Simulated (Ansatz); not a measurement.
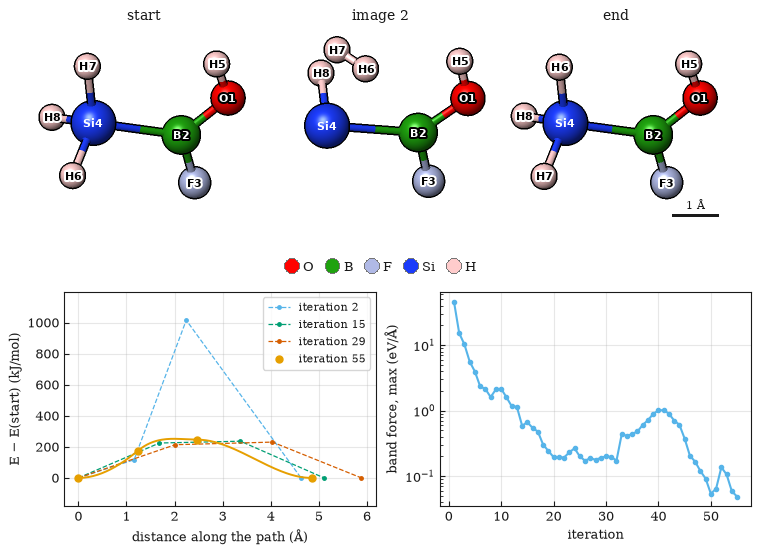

A nudged-elastic-band calculation for BSiH₄OF. Images are numbered from 0 (start) to 3 (end). The plot follows the band through its iterations. Style: ball-and-stick. Shown at a tilt.

All numbers below come from RKS PBE0/def2-SVP in Ansatz 0.2.0.

Input
```yaml
crystal:
  periodic: [false, false, false]
  atoms:
    - { symbol: O, position_ang: [1.712961, 0.485976, -0.900425] }
    - { symbol: B, position_ang: [1.022075, -0.228513, 0.008015] }
    - { symbol: F, position_ang: [1.733511, -1.073016, 0.748474] }
    - { symbol: Si, position_ang: [-0.993176, -0.106541, 0.316879] }
    - { symbol: H, position_ang: [1.166207, 1.084229, -1.41894] }
    - { symbol: H, position_ang: [-1.287287, 0.337062, 1.715847] }
    - { symbol: H, position_ang: [-1.61652, 0.879741, -0.626191] }
    - { symbol: H, position_ang: [-1.64567, -1.436138, 0.100642] }
basis:
  gaussian: { orbitals: def2-SVP }
hamiltonian:
  xc: pbe0
neb:
  order_check: false
  images: 2
  f_tol: 0.05
  max_iterations: 60
  climbing: true
  final_atoms:
    - { symbol: O, position_ang: [1.71460412, 0.484947, -0.90217003] }
    - { symbol: B, position_ang: [1.02152831, -0.22761171, 0.00597411] }
    - { symbol: F, position_ang: [1.73151554, -1.07265128, 0.74724777] }
    - { symbol: Si, position_ang: [-0.99356873, -0.10539157, 0.31754638] }
    - { symbol: H, position_ang: [1.16806816, 1.0842693, -1.41916341] }
    - { symbol: H, position_ang: [-1.61689294, 0.90073508, -0.60331185] }
    - { symbol: H, position_ang: [-1.28624121, 0.30737639, 1.72544459] }
    - { symbol: H, position_ang: [-1.64691224, -1.42887321, 0.07273342] }
  initial_path:
    images:
      - { positions_ang: [[1.712961, 0.485976, -0.900425], [1.022075, -0.228513, 0.008015], [1.733511, -1.073016, 0.748474], [-0.993176, -0.106541, 0.316879], [1.166207, 1.084229, -1.41894], [-1.287287, 0.337062, 1.715847], [-1.61652, 0.879741, -0.626191], [-1.64567, -1.436138, 0.100642]] }
      - { positions_ang: [[1.58976768, 0.69693834, -0.55315053], [0.78742589, -0.27087475, 0.02336387], [1.3981226, -1.4259279, 0.31227806], [-1.07443082, -0.05565097, 0.43797853], [1.30361875, 0.94562603, -1.4008303], [-1.28268261, 0.72921295, 1.65805672], [-1.79993855, 0.63076234, -0.63989019], [-0.82978194, -1.30728604, 0.10649483]] }
      - { positions_ang: [[1.59031538, 0.69659534, -0.5537322], [0.78724366, -0.27057432, 0.02268358], [1.39745744, -1.42580633, 0.31186932], [-1.07456174, -0.05526782, 0.43820099], [1.30423914, 0.94563946, -1.40090477], [-1.39255126, 0.91710397, 0.88500378], [-1.68984561, 0.43997413, 0.14398834], [-0.83019602, -1.30486444, 0.09719197]] }
      - { positions_ang: [[1.71460412, 0.484947, -0.90217003], [1.02152831, -0.22761171, 0.00597411], [1.73151554, -1.07265128, 0.74724777], [-0.99356873, -0.10539157, 0.31754638], [1.16806816, 1.0842693, -1.41916341], [-1.61689294, 0.90073508, -0.60331185], [-1.28624121, 0.30737639, 1.72544459], [-1.64691224, -1.42887321, 0.07273342]] }
```

Run as
```bash
ansatz run input.yaml --threads 1 --pin off --max-ram 2048MiB --backend cpu --events-out ev --progress --plain --runs-dir out
```

How did the profile develop, and is the result final?

The run is converged, with reservations. The band converged in 55 iterations. The largest component of the band force went from 46 to 0.049 eV/Å. The climbing image converged on the top of the path. Its curvatures weren't checked. So few images resolve the path coarsely. The first iteration put the highest image at 1862.2 kJ/mol. The two ends have the same energy, and the highest point, image 2, lies 246.4 kJ/mol above the start.

The run took 5 min on 1 thread of Arm Neoverse V1, on a shared host, peak memory 0.15 GiB.
